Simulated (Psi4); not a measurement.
# CH3LiO (SMILES [Li][O]C), run twice

Wanted: the energy of CH3LiO, QCISD(T)/6-31G** (ZORA, Cholesky decomposition, Cartesian functions).

The results are computed with Psi4 1.11.

2 further runs of the same task are left out: 1 that didn't finish, 1 set aside as unsound or not needed.

## 1. The molecule

CH3LiO has 6 atoms, charge 0, and is taken as a singlet. As SMILES, `[Li][O]C`. The coordinates come from a PBE0-D4/def2-TZVP relaxation.

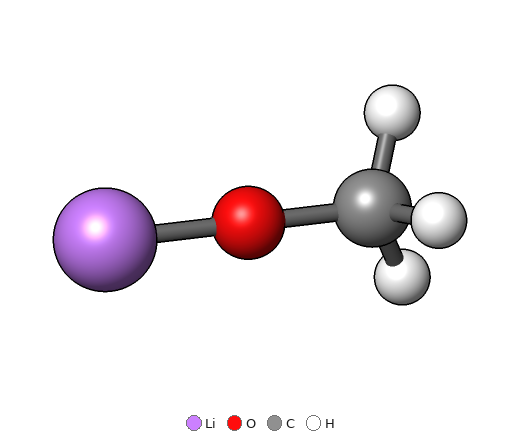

The structure, seen from a chosen angle (lithium purple, oxygen red, carbon grey, hydrogen white).

## 2. First attempt

Input file calc.dat:

```
memory 1.6 GB

molecule m {
  0 1
  Li    -1.839400    -1.015400    -1.240600
  O     -0.645300    -0.365700    -0.443200
  C      0.389500     0.197500     0.247700
  H      1.028500    -0.554300     0.746000
  H      1.061700     0.790000    -0.399500
  H      0.047100     0.884000     1.043500
  symmetry c1
}

set globals {
  scf_type     cd
  freeze_core  true
  docc         [12]
  relativistic zora
}

energy_value, wavefunction = energy("qcisd(t)/6-31G**", return_wfn=True)
print_variables()
```

Started as:

```bash
$ psi4 -i calc.dat -o calc.out -n 1
```

calc.out:

```text
Psi4 1.11 release

Relativistic analytic gradients are not implemented yet, re-routing to finite differences.

   => Loading Basis Set <=

    Name: 6-31G**
    Role: ORBITAL
    Keyword: BASIS

RuntimeError:
Fatal Error: Got 12 alpha electrons, expected 10.
DOCC and SOCC must specify the occupation of all electrons or none.

Printing out the relevant lines from the Psithon --> Python processed input file:
    core.IO.set_default_namespace("m")
    core.set_global_option("SCF_TYPE", "cd")
    core.set_global_option("FREEZE_CORE", "true")
    core.set_global_option("DOCC", [12])
    core.set_global_option("RELATIVISTIC", "zora")
--> energy_value, wavefunction = energy("qcisd(t)/6-31G**", return_wfn=True)
    print_variables()

!----------------------------------------------------------------------------------!
!                                                                                  !
! Fatal Error: Got 12 alpha electrons, expected 10.                                !
! DOCC and SOCC must specify the occupation of all electrons or none.              !
!                                                                                  !
!----------------------------------------------------------------------------------!

    Psi4 run time: 0:00:00.11
```

It took 1.4 s on 1 thread of Intel Xeon Platinum 8259CL at 2.50GHz (Skylake/Cascade Lake), shared host; peak memory 0.14 GiB.

## 3. What went wrong

The input was rejected.

The log says `Fatal Error: Got 12 alpha electrons, expected 10.`. The fault: the orbital occupation or active space doesn't match the electron count or the lowest state. To mend it: docc at its default in place of (12).

## 4. Second attempt

Input file calc.dat:

```
memory 1600 MB

molecule mol {
  0 1
  Li    -1.839400    -1.015400    -1.240600
  O     -0.645300    -0.365700    -0.443200
  C      0.389500     0.197500     0.247700
  H      1.028500    -0.554300     0.746000
  H      1.061700     0.790000    -0.399500
  H      0.047100     0.884000     1.043500
  units angstrom
  symmetry c1
}

set globals {
  scf_type     cd
  freeze_core  true
  relativistic zora
}

e, wfn = energy('qcisd(t)/6-31G**', return_wfn=True)
```

Started as:

```bash
$ psi4 -n 1 calc.dat calc.out
```

calc.out:

```text
[...]
  Running in c1 symmetry.
[...]
  Nuclear repulsion =   46.923074339974683
[...]
  Multiplicity = 1
[...]
  Nalpha       = 10
  Nbeta        = 10
[...]
    Number of basis functions: 60
[...]
   @RHF iter   1:  -121.88513097822440   -7.35750e-01   9.60199e-03 DIIS/ADIIS
[...]
   @RHF iter  10:  -122.03806402718467   -8.59757e-12   4.61937e-09 DIIS
[...]
    Orbital Energies [Eh]
    ---------------------
    Doubly Occupied:
       1A    -20.472649     2A    -11.219820     3A     -2.421787
       4A     -1.218600     5A     -0.829844     6A     -0.538011
       7A     -0.537988     8A     -0.522532     9A     -0.338507
      10A     -0.338493
[...]
  @RHF Final Energy:  -122.03806402718467
   => Energetics <=
    Nuclear Repulsion Energy =             46.9230743399746828
    One-Electron Energy =                -261.0458112654730485
    Two-Electron Energy =                  92.0846728983136984
    Total Energy =                       -122.0380640271846744
[...]
 Multipole Moments:
 ------------------------------------------------------------------------------------
     Multipole            Electronic (a.u.)      Nuclear  (a.u.)        Total (a.u.)
 ------------------------------------------------------------------------------------
 L = 1.  Multiply by 2.5417464519 to convert [e a0] to [Debye]
 Dipole X            :         -6.1061259            4.5671019           -1.5390240
 Dipole Y            :         -3.3227165            2.4853585           -0.8373580
 Dipole Z            :         -4.0772823            3.0495374           -1.0277450
 Magnitude           :                                                    2.0312614
[...]
      * MP2 total energy:                   -122.383931140521
[...]
      * MP3 total energy:                   -122.393904059771
[...]
      * QCISD total energy:                 -122.402637482874
[...]
```

It took 21 s on 1 thread of Intel Xeon Platinum 8259CL at 2.50GHz (Skylake/Cascade Lake), shared host; peak memory 0.38 GiB.

## 5. What came out

At QCISD(T)/6-31G** (ZORA, Cholesky decomposition, Cartesian functions):

| quantity | value |
| --- | --- |
| total energy | -122.41025 Eh |
| HOMO energy (Hartree–Fock orbitals) | -9.21 eV |
| LUMO energy (Hartree–Fock orbitals) | 0.31 eV |
| HOMO–LUMO gap (Hartree–Fock orbitals) | 9.52 eV |
| correlation energy (3 core orbitals frozen) | -372.2 mEh |
| T1 diagnostic | 0.019 |
